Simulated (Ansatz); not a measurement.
Three curves of one kind of scan: energy against volume (even scaling of the relaxed cell, symmetry kept). The numbers are results of PBEsol (plane waves to 420 eV, PAW, scalar-relativistic; Ansatz, a program for electronic structure), not measurements. Each is measured from its own zero (the relaxed starting cell). 

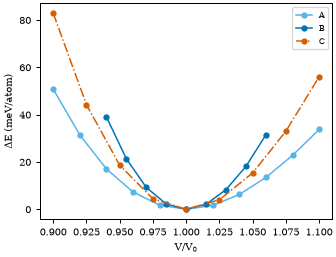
Curves A, B and C.

```json
[
 {"V/V₀": "0.940", "ΔE (meV/atom)": "39"},
 {"V/V₀": "0.970", "ΔE (meV/atom)": "9"},
 {"V/V₀": "1.000", "ΔE (meV/atom)": "0"},
 {"V/V₀": "1.030", "ΔE (meV/atom)": "8"},
 {"V/V₀": "1.060", "ΔE (meV/atom)": "31"}
]
```

**Question.** Which curve does this table belong to?

**Answer.** Curve B, which is WSi2 (MoSi2 type, space group I4/mmm). The others: A is LiTaO3 (LiNbO3 type, space group R3c); C is ZrO2 (tetragonal-ZrO2 type, space group P4_2/nmc).

All were relaxed with their symmetry unable to fall. LiTaO3 is run without spin polarisation. Spin-orbit coupling is left out. The PAW data are Ansatz's earlier set. This is a high-temperature form of ZrO2. WSi2 is run without spin polarisation. ZrO2 is run without spin polarisation.

(Under strain, the slope of the energy per volume gives the stress and its curvature an elastic modulus.)
